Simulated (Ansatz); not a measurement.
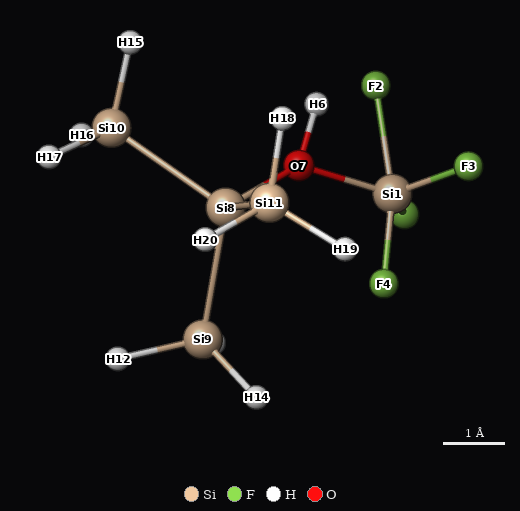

Figure 1. The input geometry (ball-and-stick view, seen at a tilt; atoms are numbered from 1 in the order of the input). Bond lengths as drawn: F–Si 1.58 to 1.89 Å, H–O 1.17 Å, H–Si 1.48 to 1.49 Å, O–Si 1.72 Å and Si–Si 2.34 Å.

**Molecular dynamics of Si₅H₁₀OF₄ (part 1 of 4)**

- system: Si₅H₁₀OF₄
- method: RKS r2SCAN-D4/def2-SVP (Ansatz 0.2.0)

Figures and captions count atoms from 1; the log counts them from 0 in places.

### Input file
```yaml
crystal:
  periodic: [false, false, false]
  atoms:
    - {symbol: Si, position_ang: [-1.556902, 1.752676, -1.160201]}
    - {symbol: F, position_ang: [-1.120306, 3.154025, 0.030119]}
    - {symbol: F, position_ang: [-0.946624, 2.611907, -2.331887]}
    - {symbol: F, position_ang: [-1.685497, 0.340905, -1.925649]}
    - {symbol: F, position_ang: [-3.075297, 1.979177, -0.806858]}
    - {symbol: H, position_ang: [-0.521074, 2.212256, 0.436193]}
    - {symbol: O, position_ang: [-0.491673, 1.117961, 0.037093]}
    - {symbol: Si, position_ang: [0.346217, -0.367268, 0.288276]}
    - {symbol: Si, position_ang: [-1.163023, -2.135875, -0.016531]}
    - {symbol: Si, position_ang: [1.105306, -0.287812, 2.501787]}
    - {symbol: Si, position_ang: [2.135048, -0.465850, -1.220704]}
    - {symbol: H, position_ang: [-0.685219, -3.261052, 0.834279]}
    - {symbol: H, position_ang: [-2.507107, -1.706576, 0.448399]}
    - {symbol: H, position_ang: [-1.210338, -2.578658, -1.430635]}
    - {symbol: H, position_ang: [1.915445, 0.939307, 2.726521]}
    - {symbol: H, position_ang: [-0.037485, -0.301882, 3.452452]}
    - {symbol: H, position_ang: [1.952973, -1.488794, 2.723828]}
    - {symbol: H, position_ang: [3.079187, 0.659516, -0.987853]}
    - {symbol: H, position_ang: [1.628888, -0.418172, -2.616113]}
    - {symbol: H, position_ang: [2.837581, -1.755691, -0.982516]}
basis:
  gaussian: {orbitals: def2-SVP}
hamiltonian: {xc: r2scan, dispersion: d4}
md: {n_steps: 30, timestep: 1.0, temperature: 1500, ensemble: nve, seed: 174, initial_velocities: maxwell_boltzmann}
```

Run as:
```bash
ansatz run in.yaml --threads 4 --pin off --events-out ev --progress --plain --max-ram 66560MiB --backend cuda --devices 0, --max-vram 37GiB
```

### Output
```
Functional definition: r2SCAN
  name "r2SCAN"
  cite "Furness, Kaplan, Ning, Perdew & Sun, J. Phys. Chem. Lett. 11, 8208 (2020) doi:10.1021/acs.jpclett.0c02405"
  cite "Furness, Kaplan, Ning, Perdew & Sun, J. Phys. Chem. Lett. 11, 9248 (2020) doi:10.1021/acs.jpclett.0c03077"
  parent r2scan
  parameter k0 = 0.174
  parameter k1 = 0.065
  parameter a1 = 4.9479
  exchange = r2scan_x(k0 = k0, k1 = k1, a1 = a1)
  correlation = r2scan_c
2295 factors; their error is unknown
mean field evaluation 1: about -52433.3749 eV, gradient 6.8e1 eV
mean field evaluation 2: about -52423.8750 eV, gradient 1.0e2 eV
mean field evaluation 4: about -52440.8872 eV, gradient 5.8e0 eV
mean field evaluation 8: about -52440.9460 eV, gradient 7.4e-2 eV
mean field evaluation 16: about -52440.7486 eV, gradient 1.5e-4 eV
mean field -52440.74863402 eV, -1927.1619666840 hartree, gradient 4.0e-5 eV, S^2 0.000000; 0 other end points of the search recorded, 0 dependent functions left out
the calculation of the forces begins
reference -52440.74864892 eV, -1927.1619672318 hartree; 62, 62 occupied and 148, 148 virtual orbitals, 2295 factors
md step     0: t =     0.00 fs  T =  1500.0 K  F+E_penalty+E_count = -52440.93092130 eV  E_kin = 3.490020 eV  conserved = -52437.44090133 eV  (28 SCF iters)
these checks for a lower state are left out or cut short: starts, cluster_reference, orbital_swaps, neighbouring_geometries, increment
2295 factors; their error is unknown
mean field -52440.60783572 eV, -1927.1567924421 hartree, gradient 1.4e-5 eV, S^2 0.000000; 0 other end points of the search recorded, 0 dependent functions left out
the calculation of the forces begins
reference -52440.60785066 eV, -1927.1567929911 hartree; 62, 62 occupied and 148, 148 virtual orbitals, 2295 factors
md step     1: t =     1.00 fs  T =  1443.0 K  F+E_penalty+E_count = -52440.79052396 eV  E_kin = 3.357400 eV  conserved = -52437.43312426 eV  (29 SCF iters, 3 dispersion substeps)
[... from here on the SCF iterations and repeated set-up lines of each step are left out, up to the last step ...]
md step     2: t =     2.00 fs  T =  1303.5 K  F+E_penalty+E_count = -52440.45625250 eV  E_kin = 3.032719 eV  conserved = -52437.42353323 eV  (29 SCF iters, 3 dispersion substeps)
md step     3: t =     3.00 fs  T =  1139.6 K  F+E_penalty+E_count = -52440.06841783 eV  E_kin = 2.651435 eV  conserved = -52437.41698243 eV  (30 SCF iters, 3 dispersion substeps)
md step     4: t =     4.00 fs  T =   993.8 K  F+E_penalty+E_count = -52439.72730939 eV  E_kin = 2.312352 eV  conserved = -52437.41495709 eV  (30 SCF iters, 3 dispersion substeps)
md step     5: t =     5.00 fs  T =   882.0 K  F+E_penalty+E_count = -52439.46745301 eV  E_kin = 2.052200 eV  conserved = -52437.41525275 eV  (30 SCF iters, 3 dispersion substeps)
md step     6: t =     6.00 fs  T =   804.3 K  F+E_penalty+E_count = -52439.28686968 eV  E_kin = 1.871382 eV  conserved = -52437.41548726 eV  (30 SCF iters, 3 dispersion substeps)
md step     7: t =     7.00 fs  T =   759.0 K  F+E_penalty+E_count = -52439.18144023 eV  E_kin = 1.765856 eV  conserved = -52437.41558449 eV  (30 SCF iters, 3 dispersion substeps)
md step     8: t =     8.00 fs  T =   744.0 K  F+E_penalty+E_count = -52439.14796756 eV  E_kin = 1.731057 eV  conserved = -52437.41691067 eV  (31 SCF iters, 3 dispersion substeps)
md step     9: t =     9.00 fs  T =   749.9 K  F+E_penalty+E_count = -52439.16519452 eV  E_kin = 1.744688 eV  conserved = -52437.42050629 eV  (30 SCF iters, 3 dispersion substeps)
md step    10: t =    10.00 fs  T =   754.9 K  F+E_penalty+E_count = -52439.18184642 eV  E_kin = 1.756375 eV  conserved = -52437.42547095 eV  (30 SCF iters, 3 dispersion substeps)
md step    11: t =    11.00 fs  T =   735.4 K  F+E_penalty+E_count = -52439.13734110 eV  E_kin = 1.711094 eV  conserved = -52437.42624701 eV  (31 SCF iters, 3 dispersion substeps)
md step    12: t =    12.00 fs  T =   700.5 K  F+E_penalty+E_count = -52439.04561705 eV  E_kin = 1.629872 eV  conserved = -52437.41574497 eV  (30 SCF iters, 3 dispersion substeps)
md step    13: t =    13.00 fs  T =   715.2 K  F+E_penalty+E_count = -52439.06999520 eV  E_kin = 1.663930 eV  conserved = -52437.40606565 eV  (30 SCF iters, 3 dispersion substeps)
md step    14: t =    14.00 fs  T =   824.6 K  F+E_penalty+E_count = -52439.33640948 eV  E_kin = 1.918539 eV  conserved = -52437.41787032 eV  (30 SCF iters, 3 dispersion substeps)
md step    15: t =    15.00 fs  T =   965.6 K  F+E_penalty+E_count = -52439.68052806 eV  E_kin = 2.246637 eV  conserved = -52437.43389096 eV  (30 SCF iters, 3 dispersion substeps)
md step    16: t =    16.00 fs  T =  1043.5 K  F+E_penalty+E_count = -52439.86291950 eV  E_kin = 2.427824 eV  conserved = -52437.43509541 eV  (29 SCF iters, 3 dispersion substeps)
md step    17: t =    17.00 fs  T =  1036.9 K  F+E_penalty+E_count = -52439.83974991 eV  E_kin = 2.412449 eV  conserved = -52437.42730070 eV  (29 SCF iters, 3 dispersion substeps)
md step    18: t =    18.00 fs  T =   984.8 K  F+E_penalty+E_count = -52439.71115535 eV  E_kin = 2.291235 eV  conserved = -52437.41992067 eV  (30 SCF iters, 3 dispersion substeps)
md step    19: t =    19.00 fs  T =   931.6 K  F+E_penalty+E_count = -52439.58446593 eV  E_kin = 2.167549 eV  conserved = -52437.41691652 eV  (29 SCF iters, 3 dispersion substeps)
md step    20: t =    20.00 fs  T =   898.4 K  F+E_penalty+E_count = -52439.50753306 eV  E_kin = 2.090313 eV  conserved = -52437.41722007 eV  (30 SCF iters, 3 dispersion substeps)
md step    21: t =    21.00 fs  T =   885.4 K  F+E_penalty+E_count = -52439.47810830 eV  E_kin = 2.060124 eV  conserved = -52437.41798472 eV  (31 SCF iters, 3 dispersion substeps)
md step    22: t =    22.00 fs  T =   887.6 K  F+E_penalty+E_count = -52439.48355409 eV  E_kin = 2.065179 eV  conserved = -52437.41837531 eV  (30 SCF iters, 3 dispersion substeps)
md step    23: t =    23.00 fs  T =   900.9 K  F+E_penalty+E_count = -52439.51550421 eV  E_kin = 2.096123 eV  conserved = -52437.41938087 eV  (31 SCF iters, 3 dispersion substeps)
md step    24: t =    24.00 fs  T =   918.4 K  F+E_penalty+E_count = -52439.55822713 eV  E_kin = 2.136786 eV  conserved = -52437.42144126 eV  (31 SCF iters, 3 dispersion substeps)
md step    25: t =    25.00 fs  T =   928.3 K  F+E_penalty+E_count = -52439.58349114 eV  E_kin = 2.159764 eV  conserved = -52437.42372722 eV  (30 SCF iters, 3 dispersion substeps)
md step    26: t =    26.00 fs  T =   917.6 K  F+E_penalty+E_count = -52439.56178249 eV  E_kin = 2.134909 eV  conserved = -52437.42687364 eV  (30 SCF iters, 3 dispersion substeps)
md step    27: t =    27.00 fs  T =   873.9 K  F+E_penalty+E_count = -52439.46105001 eV  E_kin = 2.033219 eV  conserved = -52437.42783123 eV  (30 SCF iters, 3 dispersion substeps)
md step    28: t =    28.00 fs  T =   811.2 K  F+E_penalty+E_count = -52439.30334431 eV  E_kin = 1.887319 eV  conserved = -52437.41602576 eV  (31 SCF iters, 3 dispersion substeps)
md step    29: t =    29.00 fs  T =   804.0 K  F+E_penalty+E_count = -52439.27595704 eV  E_kin = 1.870548 eV  conserved = -52437.40540872 eV  (30 SCF iters, 3 dispersion substeps)
these checks for a lower state are left out or cut short: starts, cluster_reference, orbital_swaps, neighbouring_geometries, increment
2295 factors; their error is unknown
mean field -52439.33486208 eV, -1927.1100115238 hartree, gradient 1.4e-5 eV, S^2 0.000000; 0 other end points of the search recorded, 0 dependent functions left out
the calculation of the forces begins
reference -52439.33487646 eV, -1927.1100120523 hartree; 62, 62 occupied and 148, 148 virtual orbitals, 2295 factors
2295 factors; their error is unknown
mean field evaluation 256: about -52439.5243 eV, gradient 1.4e0 eV
mean field -52439.33486208 eV, -1927.1100115238 hartree, gradient 1.4e-5 eV, S^2 0.000000; 1 other end points of the search recorded, 0 dependent functions left out
the calculation of the forces begins
reference -52439.33487646 eV, -1927.1100120523 hartree; 62, 62 occupied and 148, 148 virtual orbitals, 2295 factors
md step    30: t =    30.00 fs  T =   903.7 K  F+E_penalty+E_count = -52439.52078341 eV  E_kin = 2.102587 eV  conserved = -52437.41819668 eV  (31 SCF iters, 3 dispersion substeps)
```

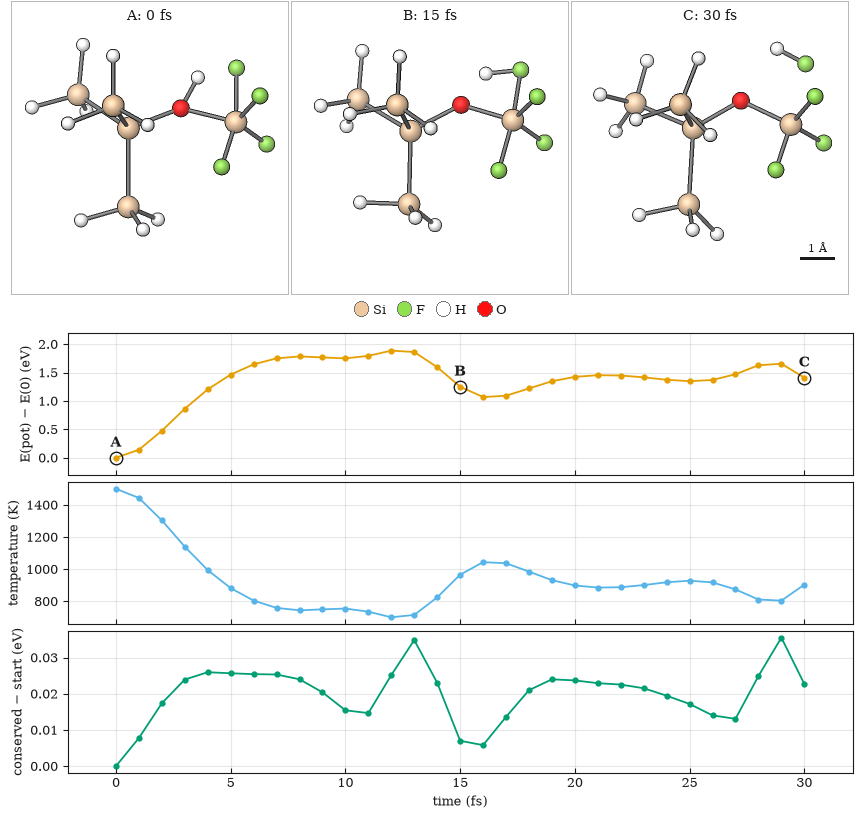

Figure 2. Frames of the molecular dynamics (ball-and-stick, seen at a tilt) above the curves, on which the letters mark them. The trajectory kept here has 31 frames over 30 fs. The temperature starts at 1500 K, ranges from 701 to 1500 K and averages 918 K over the second half. The potential energy ends 1.410 eV above its first value. The conserved quantity stays within 0.035 eV. After an unweighted best fit of the last frame on the first, the root-mean-square displacement is 0.51 Å, and H6 has moved furthest (1.10 Å).

```
Total energy: -52439.52079779 eV, -1927.1168445349 hartree
Atom 0 at    -1.449103     1.583852    -1.191325 Å, force    -0.225524     4.758724     2.554737 eV/Å
Atom 1 at    -1.184341     3.414554    -0.116100 Å, force     1.407384     0.753252     0.313676 eV/Å
Atom 2 at    -0.765935     2.468827    -2.432386 Å, force    -0.986320    -1.313264     1.647811 eV/Å
Atom 3 at    -1.683850     0.176635    -1.753211 Å, force    -0.341863    -3.017152    -1.752710 eV/Å
Atom 4 at    -3.014882     1.955684    -0.716006 Å, force     2.044560    -0.383602    -0.935659 eV/Å
Atom 5 at    -0.301474     3.213025     0.242109 Å, force    -1.558997     0.116392    -0.426125 eV/Å
Atom 6 at    -0.386805     1.309387     0.155187 Å, force    -1.566266     0.393134    -1.965624 eV/Å
Atom 7 at     0.189746    -0.243270     0.367081 Å, force     1.496068    -0.672094    -0.648581 eV/Å
Atom 8 at    -1.104136    -2.074706    -0.010894 Å, force    -0.594521    -1.735643    -0.114465 eV/Å
Atom 9 at     1.053912    -0.534455     2.444406 Å, force     2.233988     2.505580    -1.806474 eV/Å
Atom 10 at     2.001950    -0.300492    -1.260868 Å, force    -1.867981    -0.649117     0.414612 eV/Å
Atom 11 at    -0.498870    -3.177120     0.850745 Å, force    -0.165878     0.446990     0.188208 eV/Å
Atom 12 at    -2.591255    -2.098646     0.139172 Å, force    -0.003595     0.329936     0.412409 eV/Å
Atom 13 at    -0.987707    -2.782475    -1.304288 Å, force     0.279914     0.295791    -0.608930 eV/Å
Atom 14 at     1.242464     0.768287     3.128503 Å, force     0.120678     0.257836     0.089385 eV/Å
Atom 15 at     0.487505    -1.383428     3.292211 Å, force    -2.148252    -2.692452     2.632929 eV/Å
Atom 16 at     2.374638    -1.130967     2.132297 Å, force     0.407105    -0.035859     0.053239 eV/Å
Atom 17 at     2.443585     1.099471    -1.157950 Å, force     0.726597     0.182650    -0.140961 eV/Å
Atom 18 at     1.305920    -0.584410    -2.548070 Å, force    -0.052317     0.386974    -0.217789 eV/Å
Atom 19 at     2.800912    -1.527162    -1.124682 Å, force     0.795220     0.071925     0.310310 eV/Å
Dipole moment:     0.503960     0.199581     0.268781 e Å
```

### Trajectory as extended XYZ (Å, eV, eV/Å), 31 frames, from step=0 to step=30
```
20
Properties=species:S:1:pos:R:3:forces:R:3 step=0 time_fs=0.0 energy=-52440.93092 temperature=1500.0
Si   -1.5569    1.7527   -1.1602    0.2356   0.2532   0.4653
F    -1.1203    3.1540    0.0301   -0.0071   0.0550   0.0191
F    -0.9466    2.6119   -2.3319    0.4869   0.6099  -0.8592
F    -1.6855    0.3409   -1.9256   -0.0220  -0.9007  -0.3965
F    -3.0753    1.9792   -0.8069   -1.1048   0.1443   0.2952
H    -0.5211    2.2123    0.4362    0.0564   0.2576   0.1838
O    -0.4917    1.1180    0.0371    0.0986   0.0961   0.2643
Si    0.3462   -0.3673    0.2883    0.2381  -0.4885   0.0545
Si   -1.1630   -2.1359   -0.0165    0.0349   0.0686  -0.0405
Si    1.1053   -0.2878    2.5018   -0.0166  -0.0022  -0.0636
Si    2.1350   -0.4658   -1.2207   -0.0521   0.0052   0.0478
H    -0.6852   -3.2611    0.8343    0.0350  -0.1062   0.0717
H    -2.5071   -1.7066    0.4484   -0.1152   0.0450   0.0476
H    -1.2103   -2.5787   -1.4306   -0.0100  -0.0333  -0.1287
H     1.9154    0.9393    2.7265    0.0737   0.1124   0.0175
H    -0.0375   -0.3019    3.4525   -0.1081  -0.0003   0.0864
H     1.9530   -1.4888    2.7238    0.0778  -0.1086   0.0280
H     3.0792    0.6595   -0.9879    0.0818   0.0994   0.0180
H     1.6289   -0.4182   -2.6161   -0.0537   0.0073  -0.1247
H     2.8376   -1.7557   -0.9825    0.0707  -0.1142   0.0141
20
Properties=species:S:1:pos:R:3:forces:R:3 step=1 time_fs=1.0 energy=-52440.79052 temperature=1443.0
Si   -1.5538    1.7593   -1.1528    0.7148  -0.7179  -0.0765
F    -1.1236    3.1499    0.0154   -0.1310   0.4313   0.2574
F    -0.9443    2.6033   -2.3273    0.5765   0.7616  -1.0896
F    -1.6879    0.3300   -1.9234    0.0311  -0.4433  -0.1442
F    -3.0589    1.9776   -0.8064   -1.7853   0.2481   0.4550
H    -0.5796    2.2250    0.4563    0.3422   0.2148   0.2049
O    -0.4873    1.1253    0.0349    0.0313  -0.0338   0.3796
Si    0.3339   -0.3692    0.2946    0.3359  -0.1783  -0.0815
Si   -1.1587   -2.1312   -0.0159   -0.4716   0.7426  -0.3419
Si    1.1031   -0.2945    2.4951   -0.7155   0.2850   0.8542
Si    2.1303   -0.4599   -1.2236   -0.1292   0.1334  -0.0457
H    -0.6683   -3.1815    0.8517    0.2887  -0.7972   0.4663
H    -2.5171   -1.7120    0.4687    0.1287  -0.0336  -0.1203
H    -1.1613   -2.5478   -1.4387   -0.0768  -0.1158  -0.0812
H     1.9249    0.9548    2.7445   -0.2465  -0.2789  -0.0324
H    -0.1050   -0.3634    3.5090    0.9775   0.0772  -0.7684
H     1.9761   -1.4856    2.6665    0.0545  -0.1180   0.0879
H     3.1076    0.6390   -1.0225    0.0233   0.2432   0.0726
H     1.6173   -0.4005   -2.6261    0.0003  -0.0737   0.0350
H     2.8730   -1.7121   -0.9629    0.0510  -0.3466  -0.0312
20
Properties=species:S:1:pos:R:3:forces:R:3 step=2 time_fs=2.0 energy=-52440.45625 temperature=1303.5
Si   -1.5504    1.7656   -1.1453    1.2144  -1.6313  -0.6011
F    -1.1270    3.1460    0.0007   -0.2310   0.8287   0.5108
F    -0.9416    2.5951   -2.3233    0.6541   0.8926  -1.3004
F    -1.6902    0.3188   -1.9212    0.0810  -0.0317   0.0816
F    -3.0435    1.9762   -0.8057   -2.4640   0.3438   0.6088
H    -0.6348    2.2398    0.4784    0.5803   0.1381   0.1852
O    -0.4830    1.1326    0.0328   -0.0162  -0.1332   0.5209
Si    0.3216   -0.3711    0.3008    0.4244   0.1399  -0.2195
Si   -1.1545   -2.1262   -0.0153   -0.9223   1.2392  -0.6558
Si    1.1007   -0.3011    2.4887   -0.9958   0.4139   1.4187
Si    2.1255   -0.4539   -1.2265   -0.1291   0.2274  -0.1108
H    -0.6485   -3.1097    0.8736    0.5200  -1.3455   0.8146
H    -2.5258   -1.7178    0.4878    0.3333  -0.0983  -0.2727
H    -1.1130   -2.5181   -1.4475   -0.1402  -0.1880   0.0095
H     1.9320    0.9676    2.7621   -0.4923  -0.5846  -0.0824
H    -0.1631   -0.4242    3.5583    1.6080   0.1824  -1.2643
H     1.9998   -1.4836    2.6100   -0.0040  -0.0813   0.1430
H     3.1363    0.6209   -1.0565   -0.0696   0.3433   0.1144
H     1.6057   -0.3836   -2.6358    0.0524  -0.1519   0.1818
H     2.9089   -1.6719   -0.9435   -0.0032  -0.5036  -0.0823
20
Properties=species:S:1:pos:R:3:forces:R:3 step=3 time_fs=3.0 energy=-52440.06842 temperature=1139.6
Si   -1.5466    1.7714   -1.1381    1.6918  -2.4490  -1.0872
F    -1.1305    3.1425   -0.0136   -0.2938   1.2159   0.7798
F    -0.9386    2.5874   -2.3200    0.7181   0.9978  -1.4858
F    -1.6926    0.3076   -1.9189    0.1283   0.3267   0.2788
F    -3.0293    1.9750   -0.8047   -3.1043   0.4244   0.7470
H    -0.6844    2.2560    0.5023    0.7576   0.0600   0.1133
O    -0.4786    1.1398    0.0312   -0.0458  -0.2156   0.6813
Si    0.3095   -0.3730    0.3070    0.5153   0.4516  -0.3548
Si   -1.1506   -2.1208   -0.0150   -1.1834   1.3876  -0.8022
Si    1.0979   -0.3075    2.4828   -1.0248   0.4060   1.7330
Si    2.1206   -0.4478   -1.2294   -0.0309   0.2700  -0.1238
H    -0.6238   -3.0507    0.9033    0.6238  -1.5766   0.9367
H    -2.5314   -1.7246    0.5043    0.4703  -0.1434  -0.3943
H    -1.0661   -2.4902   -1.4563   -0.2018  -0.2523   0.1253
H     1.9344    0.9748    2.7790   -0.6513  -0.7792  -0.1227
H    -0.2058   -0.4832    3.5954    1.9282   0.2813  -1.5140
H     2.0234   -1.4824    2.5549   -0.0897  -0.0100   0.1944
H     3.1643    0.6060   -1.0894   -0.1963   0.3969   0.1463
H     1.5946   -0.3681   -2.6437    0.0938  -0.2232   0.2925
H     2.9448   -1.6365   -0.9249   -0.1049  -0.5689  -0.1437
```
